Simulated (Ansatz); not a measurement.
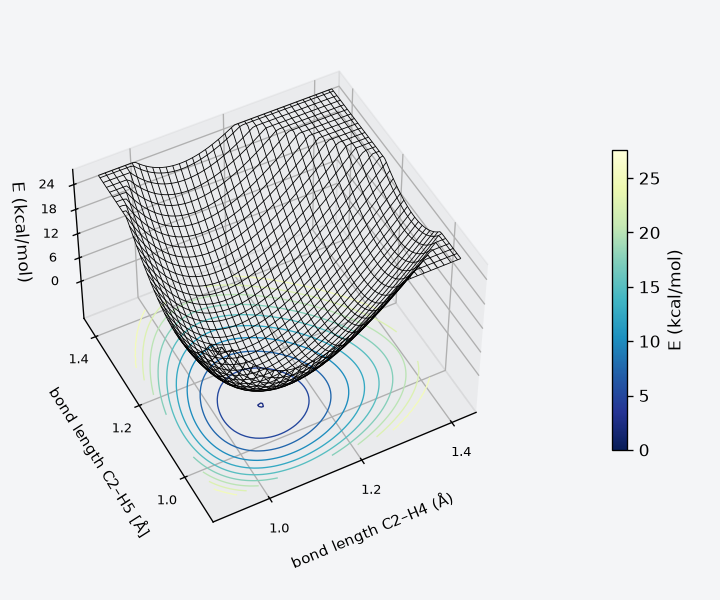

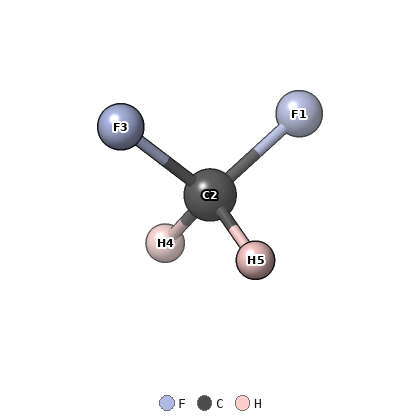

Energy landscape of CH₂F₂, SMILES FCF. 
- First axis: bond length C2–H4. Second axis: bond length C2–H5.
- Nothing is relaxed (all other coordinates rigid).
- Grid: 15 × 15 points; 120 points were computed and 105 follow by symmetry.
- Points are written as (first, second).
- Energies: kcal/mol, counted from the lowest grid point.
- These are results of RKS CAM-B3LYP-D4/def2-TZVP (Ansatz 0.2.0), not measurements.

The picture shows a relief with its contours projected below, any walls above the top of the colour scale cut off. Between grid points the surface is interpolated. The second picture is the structure at the lowest point.

### Where are the wells?

The lowest grid point is at (1.095 Å, 1.095 Å). No other kind of well shows on this grid. The highest grid point, (1.418 Å, 1.418 Å), lies 47.3 kcal/mol above the lowest. Round the minimum the contours are nearly round: the two directions are equally stiff and uncoupled.

Each point was launched as `ansatz run input.yaml --threads 1 --pin off --max-ram 2560MiB --backend cpu --events-out ev --progress --plain --runs-dir out`. The whole map (120 points run) took 6.9 min on 1 thread of Arm Neoverse N1, on a shared host.
